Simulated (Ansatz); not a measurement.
# WH3O3F3: geometry relaxation

The run: geometry relaxation of WH3O3F3. Method and program: UKS RPBE/def2-SVP (Ansatz 0.2.0).

The run did not end well. The geometry comes from this level: PBE0-D4/def2-TZVP.

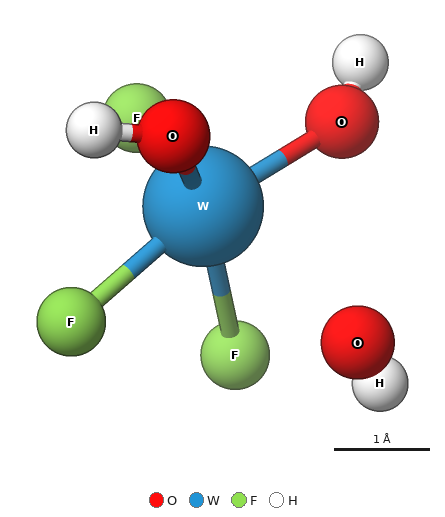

The starting structure (ball-and-stick view, seen at a tilt). Sticks mark near contacts. Bond lengths as drawn: F–W 1.77 to 2.23 Å, H–O 0.58 to 0.89 Å and O–W 1.76 to 1.89 Å.

Input file:
```yaml
crystal:
  periodic: [false, false, false]
  atoms:
    - {symbol: O, position_ang: [-1.010538, -1.468773, -0.524282]}
    - {symbol: W, position_ang: [-0.334316, 0.055489, 0.051909]}
    - {symbol: O, position_ang: [1.059694, -0.321795, 1.276244]}
    - {symbol: O, position_ang: [1.395248, 0.195800, -1.403345]}
    - {symbol: F, position_ang: [-0.969135, 0.514677, 1.633734]}
    - {symbol: F, position_ang: [0.503604, 2.119594, 0.019370]}
    - {symbol: F, position_ang: [-1.563350, 0.803037, -1.235119]}
    - {symbol: H, position_ang: [-1.877951, -1.527651, -0.697283]}
    - {symbol: H, position_ang: [1.185667, -0.584221, 1.930402]}
    - {symbol: H, position_ang: [1.745240, 0.643056, -1.496830]}
basis:
  gaussian: {orbitals: def2-SVP}
magnetization: {spin_polarized: true, initial_magnetization: 0}
hamiltonian: {xc: {name: RPBE}}
relax: {f_tol: 0.001, max_steps: 2}
output: {forces: true}
```

Run as:
```bash
ansatz run in.yaml --threads 4 --pin off --events-out ev --progress --plain --max-ram 11315MiB
```

Output:
```
Functional definition: RPBE
  name "RPBE"
  cite "Hammer, Hansen & Nørskov, Phys. Rev. B 59, 7413 (1999) doi:10.1103/PhysRevB.59.7413"
  cite "Perdew, Burke & Ernzerhof, Phys. Rev. Lett. 77, 3865 (1996) doi:10.1103/PhysRevLett.77.3865"
  parameter kappa = 0.804
  parameter beta = 0.06672455060314922
  exchange = rpbe_x(kappa = kappa, mu = beta*pi^2/3)
  correlation = pbe_c(beta = beta)
1354 factors; their error is unknown
mean field evaluation 1: about -16108.1067 eV, gradient 9.6e1 eV
mean field evaluation 2: about -15513.9490 eV, gradient 3.0e2 eV
mean field evaluation 4: about -16124.2576 eV, gradient 7.2e1 eV
mean field evaluation 8: about -16143.6391 eV, gradient 6.1e0 eV
mean field evaluation 16: about -16143.7362 eV, gradient 1.1e-1 eV
mean field evaluation 32: about -16141.2849 eV, gradient 1.7e1 eV
mean field -16143.73622340 eV, -593.2713635925 hartree, gradient 7.2e-5 eV, S^2 0.000000; 5 other end points of the search recorded, 0 dependent functions left out
the calculation of the forces begins
reference -16143.73629591 eV, -593.2713662571 hartree; 34, 34 occupied and 97, 97 virtual orbitals, 1354 factors
relax step   1: F+E_penalty+E_count = -16143.73622340 eV  Δ(F+E_penalty+E_count) = +0.000e0 eV  max|allowed force component| = 7.990e1 eV/Å  Δτ_max = 0.0000 Å  (110 SCF iters, accepted)
these checks for a lower state are left out or cut short: starts, cluster_reference, orbital_swaps, neighbouring_geometries, increment
1354 factors; their error is unknown
mean field -16159.91785931 eV, -593.8660277438 hartree, gradient 8.5e-6 eV, S^2 0.000000; 0 other end points of the search recorded, 0 dependent functions left out
the calculation of the forces begins
reference -16159.91793154 eV, -593.8660303981 hartree; 34, 34 occupied and 97, 97 virtual orbitals, 1354 factors
relax step   2: F+E_penalty+E_count = -16159.91785931 eV  Δ(F+E_penalty+E_count) = -1.618e1 eV  max|allowed force component| = 7.969e0 eV/Å  Δτ_max = 0.1950 Å  (42 SCF iters, accepted)
```

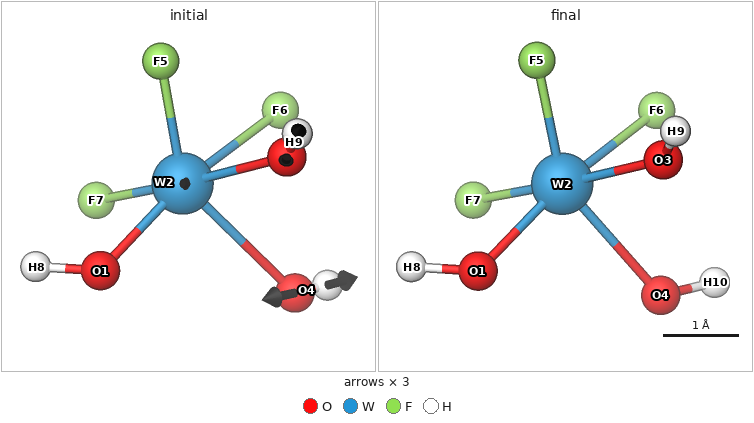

Before (left) and after (right) the relaxation, at one scale (ball-and-stick view, seen at a tilt). The black arrows give the displacements, magnified 3 times. The relaxation stopped without meeting its thresholds, so the last structure isn't shown to be converged. Over 1 geometry step the energy falls by 16.182 eV. Largest force component: 80 eV/Å at the start, 8 eV/Å at the end. The largest move after the best rigid fit is that of O4, 0.19 Å. By element the largest moves are O 0.19 Å, H 0.18 Å, W 0.05 Å, F 0.02 Å. Distances before and after: O4–H10 0.576 → 0.953 Å, W2–O4 2.265 → 2.112 Å, O3–H9 0.716 → 0.859 Å, W2–O3 1.893 → 1.837 Å. Among the angles that change: O4–W2–F6 69.3° → 74.9°, O4–W2–F5 146.5° → 151.8°, W2–O4–H10 128.1° → 123.2°. (Atoms are counted from 1 in the order of the input.)

```
Error: geometry relaxation did not converge after 2 steps: max|allowed force component| = 7.97e0 eV/Å (threshold 1.0e-3). Raise `relax.max_steps` over both its present limit and 2, loosen `relax.f_tol`, or start from a geometry closer to equilibrium. Where this run's directory can be resumed (`checkpoint.write`), a resume goes on for up to `relax.max_steps` more
```

Trajectory as extended XYZ (Å, eV, eV/Å), 2 frames, from step=1 to step=2:
```
10
Properties=species:S:1:pos:R:3:forces:R:3 step=1 energy=-16143.73622
O    -1.0105   -1.4688   -0.5243    4.0247  -3.5222   0.7998
W    -0.3343    0.0555    0.0519   10.8213   8.6788  -4.5318
O     1.0597   -0.3218    1.2762   -5.2832  10.5345 -32.1762
O     1.3952    0.1958   -1.4033  -64.0438 -79.9025  17.3372
F    -0.9691    0.5147    1.6337   -3.9713   1.2971   2.8848
F     0.5036    2.1196    0.0194   -1.9081  -2.5202   0.2703
F    -1.5634    0.8030   -1.2351   -0.1019  -0.0053   0.9818
H    -1.8780   -1.5277   -0.6973   -6.0043  -0.9399  -1.7214
H     1.1857   -0.5842    1.9304    6.0014 -12.1437  31.4197
H     1.7452    0.6431   -1.4968   60.4652  78.5233 -15.2643
10
Properties=species:S:1:pos:R:3:forces:R:3 step=2 energy=-16159.91786
O    -0.9998   -1.4779   -0.5208    2.3831  -2.5180   0.9165
W    -0.3025    0.0860    0.0340    7.5976   6.7186  -5.0833
O     1.0544   -0.3041    1.2096    0.5406   0.7867  -7.2643
O     1.2735    0.0471   -1.3707   -3.5001  -1.7094   1.4312
F    -0.9833    0.5192    1.6403   -3.2516   1.0545   2.0585
F     0.4959    2.1099    0.0204   -1.6780  -2.4567   0.0916
F    -1.5639    0.8035   -1.2314   -0.2648   0.2326   0.7744
H    -1.8945   -1.5314   -0.7029   -3.7081  -0.6021  -1.1984
H     1.1994   -0.6102    1.9993    1.3686  -2.6584   7.9686
H     1.8550    0.7871   -1.5230    0.5127   1.1522   0.3052
```

Outcome:

```json
{"quantity": "outcome", "value": "not converged"}
{"quantity": "hardware", "value": "4 threads of Arm Neoverse V1, 23 GiB of memory available, shared host"}
{"quantity": "wall time", "value": "11 s (CPU time 39 s)"}
{"quantity": "peak memory", "value": "0.28 GiB"}
```

What went wrong:

A setting was made wrong on purpose: the optimiser is allowed too few steps. The run did not converge: “geometry relaxation did not converge after 2 steps: max|allowed force component| = 7.97e0 eV/Å (threshold 1.0e-3). Raise `relax.max_steps` over both its present limit and 2, loosen `relax.f_tol`, or start from a geometry closer to equilibrium …” Its last values are not results.
